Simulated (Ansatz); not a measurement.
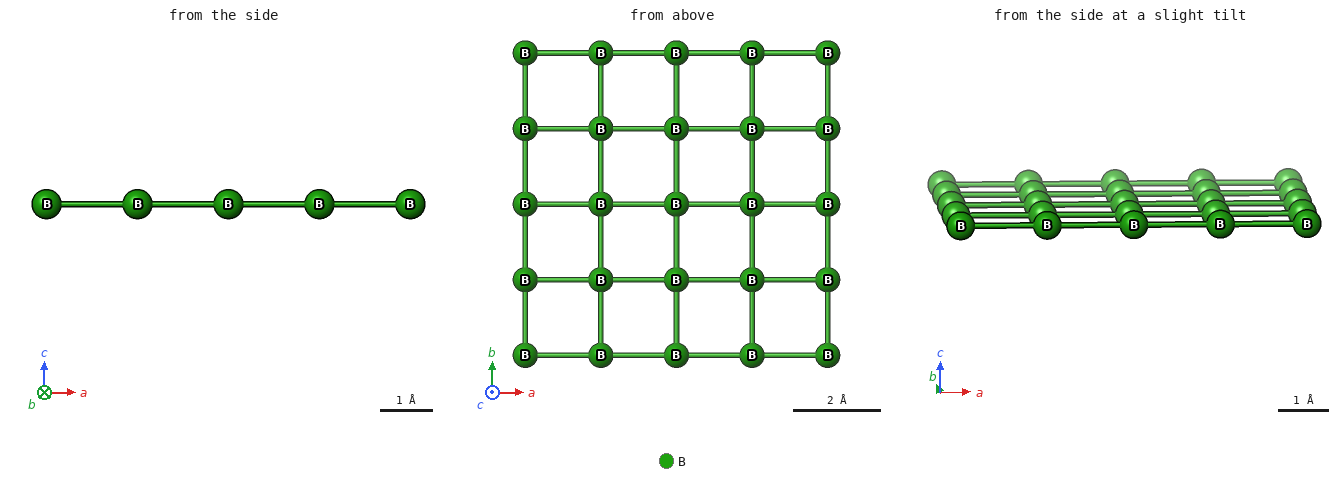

A ball-and-stick picture of a periodic sheet, seen from the side, from above and from the side at a slight tilt. The surface normal points up in side views; the vacuum is left out. 4×4 cells are drawn in the plane, with atoms at the edges repeated.

The cell holds 1 B.

Question: What is its extent along the surface normal?

Answer: About 0.0 Å from the lowest to the highest atom.

Question: What does the bonding look like?

Answer: The B atoms are each bonded to four B in a square planar arrangement at about 1.8 Å. The bonds build B layers parallel to the surface.

Provenance: a structure type filled with this element by a generator (whether the element takes this form wasn't checked). What is shown is the relaxed result from DFT PBE, scalar-relativistic, plane waves, PAW (Ansatz 0.2.0).
